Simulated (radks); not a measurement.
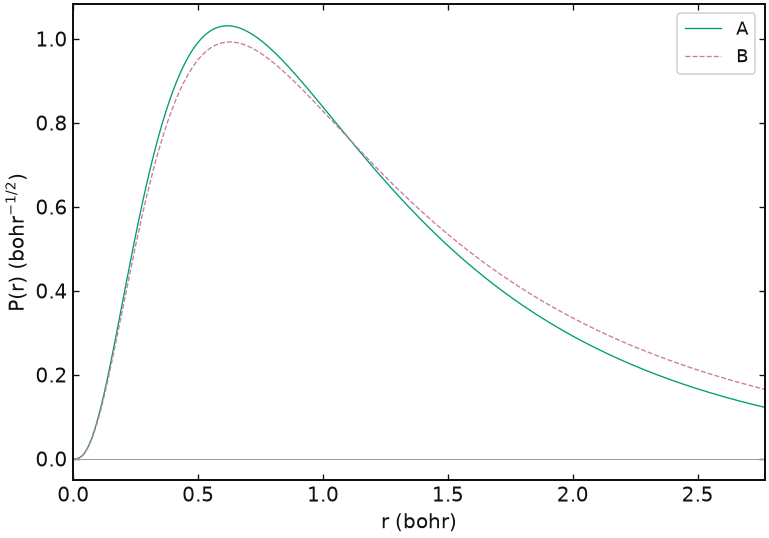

A free Ni atom was computed in two configurations: [Ar] 3d7 4s1 4p2 (high spin); [Ar] 3d8 4s2 (high spin). Method: non-relativistic Kohn-Sham, PBE, spin-polarised, spherical densities, point nucleus; computed with the in-house radial solver radks.

The plot shows P(r) = r R(r) of the 3d up orbital in both runs.

**Which curve belongs to which run?**

A is [Ar] 3d7 4s1 4p2 (high spin) (⟨r⟩ = 0.916 bohr, eigenvalue −19.2 eV); B is [Ar] 3d8 4s2 (high spin) (⟨r⟩ = 0.989 bohr, eigenvalue −10.1 eV). The orbital is smaller where the other electrons screen the nucleus less.
